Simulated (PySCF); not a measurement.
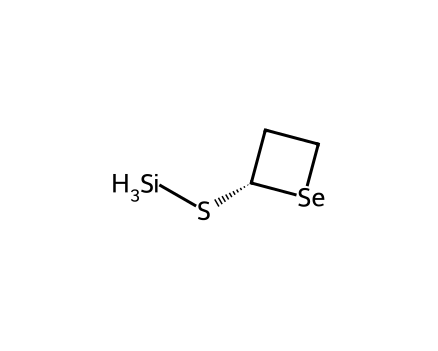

Structural formula above. Computed geometry: PBE0-D3(BJ)/def2-SVP optimisation. No frequency run is at hand to confirm it as a minimum.

What does the molecule look like in three dimensions?

The molecule is C3H8SSeSi. SMILES: `[SiH3]S[C@@H]1CC[Se]1`. Independent rings (smallest set): 1 of 4 members. Among its groups: Si–H bond. The point group is C1. Coordination, clear cases only: 1 Si tetrahedral; 1 S bent; 1 C tetrahedral; 1 Se bent.

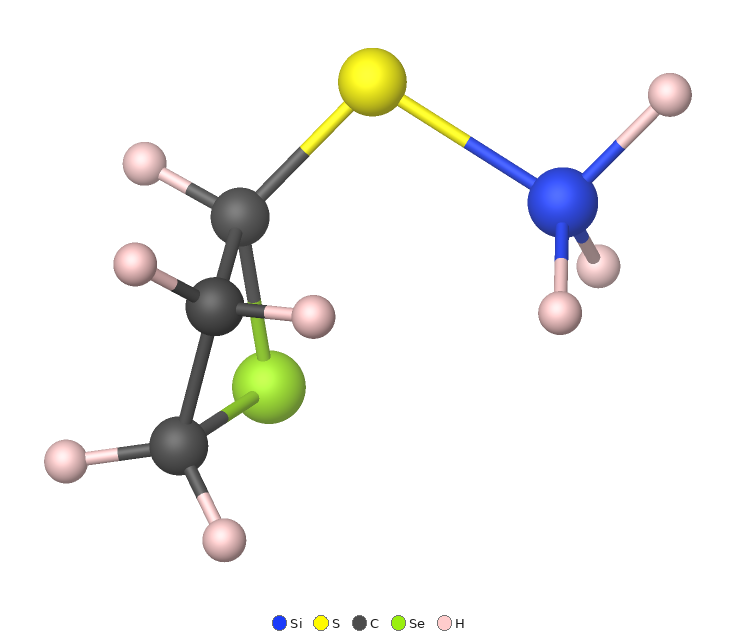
